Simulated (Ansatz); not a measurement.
Molecular dynamics of GaH₅Se (part 2 of 2)

The same run, continued: GaH₅Se; RKS BLYP-D4/def2-SVPD (Ansatz 0.2.0). 

Geometry of the input (Å):
```
Ga -0.8133  -0.2434  -0.4533
H  0.6501  -0.2047  -1.3183
H  -1.3342  -1.7064  -0.4156
H  -1.5217  1.1363  -0.5288
H  1.0688  -0.1784  -0.2251
Se 0.9477  -0.1352  1.4918
H  1.0027  1.3317  1.4492
```

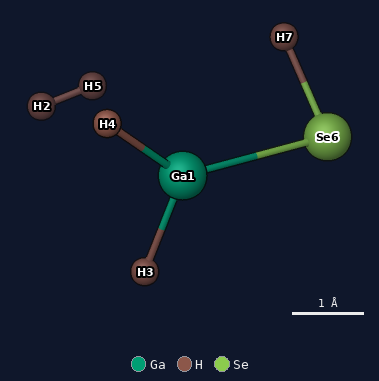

Fig. 1: The geometry at step 78 of the log (ball-and-stick view, seen at a tilt; atoms are numbered from 1 in the order of the input).

**Output, continued**
```
md step    62: t =    31.00 fs  T =  2497.9 K  F+E_penalty+E_count = -117796.58618805 eV  E_kin = 1.614423 eV  conserved = -117795.00049891 eV  (30 SCF iters, 3 dispersion substeps)
md step    63: t =    31.50 fs  T =  2564.7 K  F+E_penalty+E_count = -117796.62792766 eV  E_kin = 1.657582 eV  conserved = -117795.00055951 eV  (31 SCF iters, 3 dispersion substeps)
md step    64: t =    32.00 fs  T =  2628.6 K  F+E_penalty+E_count = -117796.66789524 eV  E_kin = 1.698861 eV  conserved = -117795.00070953 eV  (31 SCF iters, 3 dispersion substeps)
md step    65: t =    32.50 fs  T =  2685.9 K  F+E_penalty+E_count = -117796.70365454 eV  E_kin = 1.735876 eV  conserved = -117795.00088779 eV  (31 SCF iters, 3 dispersion substeps)
md step    66: t =    33.00 fs  T =  2732.2 K  F+E_penalty+E_count = -117796.73236026 eV  E_kin = 1.765848 eV  conserved = -117795.00101563 eV  (31 SCF iters, 3 dispersion substeps)
md step    67: t =    33.50 fs  T =  2764.6 K  F+E_penalty+E_count = -117796.75193960 eV  E_kin = 1.786748 eV  conserved = -117795.00103901 eV  (32 SCF iters, 3 dispersion substeps)
md step    68: t =    34.00 fs  T =  2782.1 K  F+E_penalty+E_count = -117796.76189544 eV  E_kin = 1.798060 eV  conserved = -117795.00096546 eV  (32 SCF iters, 3 dispersion substeps)
md step    69: t =    34.50 fs  T =  2786.1 K  F+E_penalty+E_count = -117796.76318585 eV  E_kin = 1.800667 eV  conserved = -117795.00086236 eV  (32 SCF iters, 3 dispersion substeps)
md step    70: t =    35.00 fs  T =  2778.8 K  F+E_penalty+E_count = -117796.75725704 eV  E_kin = 1.795940 eV  conserved = -117795.00079754 eV  (32 SCF iters, 3 dispersion substeps)
md step    71: t =    35.50 fs  T =  2761.6 K  F+E_penalty+E_count = -117796.74507055 eV  E_kin = 1.784831 eV  conserved = -117795.00077821 eV  (31 SCF iters, 3 dispersion substeps)
md step    72: t =    36.00 fs  T =  2735.2 K  F+E_penalty+E_count = -117796.72699422 eV  E_kin = 1.767756 eV  conserved = -117795.00075369 eV  (31 SCF iters, 3 dispersion substeps)
md step    73: t =    36.50 fs  T =  2700.4 K  F+E_penalty+E_count = -117796.70354843 eV  E_kin = 1.745294 eV  conserved = -117795.00066470 eV  (30 SCF iters, 3 dispersion substeps)
md step    74: t =    37.00 fs  T =  2659.7 K  F+E_penalty+E_count = -117796.67623496 eV  E_kin = 1.718959 eV  conserved = -117795.00050155 eV  (30 SCF iters, 3 dispersion substeps)
md step    75: t =    37.50 fs  T =  2617.0 K  F+E_penalty+E_count = -117796.64768883 eV  E_kin = 1.691350 eV  conserved = -117795.00030211 eV  (32 SCF iters, 3 dispersion substeps)
md step    76: t =    38.00 fs  T =  2577.1 K  F+E_penalty+E_count = -117796.62108042 eV  E_kin = 1.665583 eV  conserved = -117795.00012566 eV  (30 SCF iters, 3 dispersion substeps)
md step    77: t =    38.50 fs  T =  2544.3 K  F+E_penalty+E_count = -117796.59918870 eV  E_kin = 1.644394 eV  conserved = -117795.00002067 eV  (31 SCF iters, 3 dispersion substeps)
md step    78: t =    39.00 fs  T =  2521.1 K  F+E_penalty+E_count = -117796.58366053 eV  E_kin = 1.629412 eV  conserved = -117795.00000975 eV  (31 SCF iters, 3 dispersion substeps)
md step    79: t =    39.50 fs  T =  2507.8 K  F+E_penalty+E_count = -117796.57466564 eV  E_kin = 1.620814 eV  conserved = -117795.00008948 eV  (31 SCF iters, 3 dispersion substeps)
these checks for a lower state are left out or cut short: starts, cluster_reference, orbital_swaps, neighbouring_geometries, increment
1186 factors; their error is unknown
mean field -117796.32266322 eV, -4328.9350126583 hartree, gradient 8.7e-6 eV, S^2 0.000000; 0 other end points of the search recorded, 0 dependent functions left out
the calculation of the forces begins
reference -117796.32305131 eV, -4328.9350269203 hartree; 35, 35 occupied and 84, 84 virtual orbitals, 1186 factors
1186 factors; their error is unknown
mean field -117796.32266322 eV, -4328.9350126583 hartree, gradient 9.1e-6 eV, S^2 0.000000; 1 other end points of the search recorded, 0 dependent functions left out
the calculation of the forces begins
reference -117796.32305131 eV, -4328.9350269203 hartree; 35, 35 occupied and 84, 84 virtual orbitals, 1186 factors
md step    80: t =    40.00 fs  T =  2502.5 K  F+E_penalty+E_count = -117796.57094129 eV  E_kin = 1.617372 eV  conserved = -117795.00022807 eV  (30 SCF iters, 3 dispersion substeps)
Total energy: -117796.57132938 eV, -4328.9441509709 hartree
Atom 0 at    -0.734350    -0.227005    -0.321894 Å, force    -0.723174     0.070241    -1.140428 eV/Å
Atom 1 at     1.008345    -0.137889    -2.801520 Å, force     0.255035     0.134954     0.432133 eV/Å
Atom 2 at    -0.896919    -1.702924    -0.825035 Å, force    -0.178663    -0.328435     0.057037 eV/Å
Atom 3 at    -1.603732     0.859075    -1.300632 Å, force     0.816142    -0.383322     1.039170 eV/Å
Atom 4 at     1.431610     0.062885    -2.174650 Å, force    -0.250495    -0.141605    -0.414577 eV/Å
Atom 5 at     0.862083    -0.148260     1.443652 Å, force     0.003638     1.093454    -0.694244 eV/Å
Atom 6 at     1.176866     1.181937     0.744542 Å, force     0.077518    -0.445288     0.720909 eV/Å
Dipole moment:     0.001171     0.113578    -0.066484 e Å
```

**Trajectory as extended XYZ (Å, eV, eV/Å), 13 of the 81 frames kept, from step=0 to step=80**
```
7
Properties=species:S:1:pos:R:3:forces:R:3 step=0 time_fs=0.0 energy=-117795.97089 temperature=1500.0
Ga   -0.8133   -0.2434   -0.4533   -0.3659  -0.0158  -0.2065
H     0.6501   -0.2047   -1.3183    0.0471  -0.0019  -0.1104
H    -1.3342   -1.7064   -0.4156   -0.0424  -0.1385  -0.0002
H    -1.5217    1.1363   -0.5288   -0.0594   0.1253  -0.0135
H     1.0688   -0.1784   -0.2251    0.2131   0.0101  -0.1364
Se    0.9477   -0.1352    1.4918    0.1792  -0.4125   0.4723
H     1.0027    1.3317    1.4492    0.0285   0.4333  -0.0053
7
Properties=species:S:1:pos:R:3:forces:R:3 step=7 time_fs=3.5 energy=-117795.72966 temperature=1128.4
Ga   -0.8032   -0.2489   -0.4392    0.0466   2.0775  -0.4398
H     0.7656   -0.0635   -1.3518   -0.5036  -0.4518   0.2809
H    -1.3326   -1.6661   -0.4925   -0.2230  -0.6979  -0.0193
H    -1.4898    1.2622   -0.3747    0.3544  -1.0238  -0.1923
H     1.1603   -0.3398   -0.2167    0.0081   0.6824  -0.2015
Se    0.9335   -0.1320    1.4781    0.3015  -1.1346   0.8854
H     1.1748    1.3105    1.4981    0.0159   0.5482  -0.3133
7
Properties=species:S:1:pos:R:3:forces:R:3 step=13 time_fs=6.5 energy=-117795.49742 temperature=769.8
Ga   -0.7945   -0.2511   -0.4277    0.0650   1.9697  -0.4784
H     0.8226    0.0184   -1.3581   -0.5497  -0.6890   0.2943
H    -1.3486   -1.6875   -0.5596   -0.0129  -0.2127   0.0232
H    -1.4338    1.2848   -0.2598    0.2362  -1.1141  -0.3747
H     1.2399   -0.4193   -0.2269   -0.2303   0.9821  -0.0473
Se    0.9218   -0.1305    1.4673    0.7910  -0.3976   1.0381
H     1.3215    1.3369    1.5128   -0.2992  -0.5384  -0.4552
7
Properties=species:S:1:pos:R:3:forces:R:3 step=20 time_fs=10.0 energy=-117795.40606 temperature=629.3
Ga   -0.7844   -0.2507   -0.4151    0.1290   0.4971  -0.7604
H     0.8309    0.0405   -1.3346   -0.4189  -0.6990   0.1840
H    -1.3662   -1.7302   -0.6340    0.3214   0.5235   0.1689
H    -1.3475    1.2004   -0.1659   -0.2912  -0.1665  -0.4163
H     1.3061   -0.4082   -0.2439   -0.5267   0.8838   0.0373
Se    0.9092   -0.1292    1.4562    1.3785  -0.2310   1.2135
H     1.4586    1.3136    1.4816   -0.5921  -0.8080  -0.4270
7
Properties=species:S:1:pos:R:3:forces:R:3 step=27 time_fs=13.5 energy=-117795.40676 temperature=632.3
Ga   -0.7739   -0.2496   -0.4037    0.3889  -0.9268  -1.0973
H     0.7910   -0.0165   -1.2904   -0.1547  -0.3977  -0.0361
H    -1.3492   -1.7192   -0.6894    0.3575   0.5055   0.2442
H    -1.2970    1.1038   -0.1179   -0.9073   1.2967  -0.2347
H     1.3117   -0.2979   -0.2592   -0.7057   0.3347  -0.1337
Se    0.8986   -0.1285    1.4469    1.3450  -1.1084   1.5295
H     1.5322    1.2093    1.4016   -0.3237   0.2960  -0.2718
7
Properties=species:S:1:pos:R:3:forces:R:3 step=33 time_fs=16.5 energy=-117795.46032 temperature=717.4
Ga   -0.7645   -0.2495   -0.3953   -0.0793   0.1534  -0.6727
H     0.7423   -0.1029   -1.2558    0.2368   0.0517  -0.3865
H    -1.3030   -1.6663   -0.7154    0.0958  -0.1715   0.1535
H    -1.3298    1.1214   -0.1021   -0.6458   0.7410  -0.3847
H     1.2526   -0.1700   -0.2849   -0.6434  -0.2786  -0.4428
Se    0.8911   -0.1291    1.4408    1.0215  -1.5910   1.9166
H     1.5644    1.1407    1.3063    0.0145   1.0951  -0.1834
7
Properties=species:S:1:pos:R:3:forces:R:3 step=40 time_fs=20.0 energy=-117795.48889 temperature=766.4
Ga   -0.7537   -0.2490   -0.3865   -1.1157   2.0314   0.2203
H     0.7128   -0.1964   -1.2588    0.5836   0.4717  -0.6828
H    -1.2405   -1.6279   -0.7311   -0.1779  -0.8675  -0.0458
H    -1.4312    1.2092   -0.1279    0.1140  -0.6907  -0.6540
H     1.1173   -0.0513   -0.3659   -0.2238  -0.6704  -0.8667
Se    0.8838   -0.1318    1.4362    1.2567  -0.3469   2.0012
H     1.5947    1.1600    1.1767   -0.4369   0.0724   0.0278
7
Properties=species:S:1:pos:R:3:forces:R:3 step=47 time_fs=23.5 energy=-117795.66248 temperature=1040.9
Ga   -0.7448   -0.2454   -0.3773   -2.1075   1.4071   0.6797
H     0.7453   -0.2393   -1.3407    0.3083   0.4167  -0.9774
H    -1.1932   -1.6758   -0.7498    0.0296  -0.1861  -0.0429
H    -1.5239    1.2275   -0.2275    0.4637  -1.0436  -0.6338
H     0.9620   -0.0041   -0.5452    0.8345  -0.3601  -0.8053
Se    0.8783   -0.1351    1.4346    1.1409   0.5039   1.5475
H     1.5770    1.1918    1.0498   -0.6695  -0.7379   0.2322
7
Properties=species:S:1:pos:R:3:forces:R:3 step=53 time_fs=26.5 energy=-117796.04365 temperature=1639.0
Ga   -0.7399   -0.2404   -0.3685   -2.0739  -0.0822   0.7531
H     0.8029   -0.2397   -1.5044   -0.0617   0.0151  -1.3993
H    -1.1515   -1.7382   -0.7697    0.1710   0.5403   0.0487
H    -1.5642    1.1516   -0.3718    0.3363  -0.5437  -0.4730
H     0.8986    0.0034   -0.7691    1.3694   0.1886  -0.1116
Se    0.8750   -0.1374    1.4350    0.5881   0.2356   0.9624
H     1.5033    1.1602    0.9604   -0.3293  -0.3537   0.2197
7
Properties=species:S:1:pos:R:3:forces:R:3 step=60 time_fs=30.0 energy=-117796.50031 temperature=2360.2
Ga   -0.7371   -0.2347   -0.3572   -0.6587  -1.4495   0.5123
H     0.8669   -0.2302   -1.8203   -0.0481   0.2520   0.1368
H    -1.0858   -1.7567   -0.7875    0.1060   0.5980   0.0965
H    -1.5809    1.0140   -0.5920   -0.2066   0.5844  -0.3574
H     0.9598    0.0222   -1.0646    0.6422  -0.1307  -0.9075
Se    0.8718   -0.1399    1.4369   -0.1337  -0.6608   0.5882
H     1.3867    1.0970    0.8758    0.2988   0.8066  -0.0690
7
Properties=species:S:1:pos:R:3:forces:R:3 step=67 time_fs=33.5 energy=-117796.75194 temperature=2764.6
Ga   -0.7356   -0.2312   -0.3449   -0.1927  -0.8522   0.2583
H     0.9245   -0.1986   -2.1474   -0.1460  -0.0686  -0.3973
H    -1.0086   -1.7125   -0.7958   -0.0754  -0.0920  -0.0221
H    -1.6133    0.9311   -0.8541    0.0144   0.5076  -0.1062
H     1.1013    0.0335   -1.4443    0.3015   0.1094   0.1347
Se    0.8685   -0.1432    1.4396   -0.1202  -0.0356  -0.0816
H     1.2965    1.1106    0.7893    0.2184   0.4314   0.2141
7
Properties=species:S:1:pos:R:3:forces:R:3 step=73 time_fs=36.5 energy=-117796.70355 temperature=2700.4
Ga   -0.7346   -0.2294   -0.3340   -0.5621   0.2635  -0.3796
H     0.9621   -0.1722   -2.4517   -0.0312   0.0195   0.0161
H    -0.9481   -1.6793   -0.8044   -0.1885  -0.6450  -0.1231
H    -1.6393    0.9054   -1.0876    0.6264  -0.1748   0.5376
H     1.2525    0.0483   -1.7752    0.0719  -0.0127  -0.0734
Se    0.8655   -0.1462    1.4419    0.0780   0.9938  -0.6891
H     1.2400    1.1631    0.7345    0.0055  -0.4443   0.7114
7
Properties=species:S:1:pos:R:3:forces:R:3 step=80 time_fs=40.0 energy=-117796.57094 temperature=2502.5
Ga   -0.7343   -0.2270   -0.3219   -0.7232   0.0702  -1.1404
H     1.0083   -0.1379   -2.8015    0.2550   0.1350   0.4321
H    -0.8969   -1.7029   -0.8250   -0.1787  -0.3284   0.0570
H    -1.6037    0.8591   -1.3006    0.8161  -0.3833   1.0392
H     1.4316    0.0629   -2.1747   -0.2505  -0.1416  -0.4146
Se    0.8621   -0.1483    1.4437    0.0036   1.0935  -0.6942
H     1.1769    1.1819    0.7445    0.0775  -0.4453   0.7209
```

**Summary**

```csv
quantity,value
outcome,finished
mean temperature over the second half,2013 K
trajectory,"80 steps, 40 fs"
ensemble,nvt_nose_hoover
temperature in the input,1500 K
time step,0.5 fs
potential energy (last step),−117796.5713 eV
mean-field energy (last step),−117796.3231 eV
dispersion energy (last step),−0.2483 eV
SCF solution under orbital rotations (last step),stable
largest force (length of the vector) (last step),1.376 eV/Å
dipole moment (last step),0.63 D
hardware,"2 threads of Arm Neoverse V2, 23 GiB of memory available, shared host"
wall time,2.9 min (CPU time 5.6 min)
peak memory,0.36 GiB
```

**Notes**

So short a trajectory is not equilibrated. The temperature stays far from the 1500 K of the thermostat over the second half: the run isn't equilibrated.
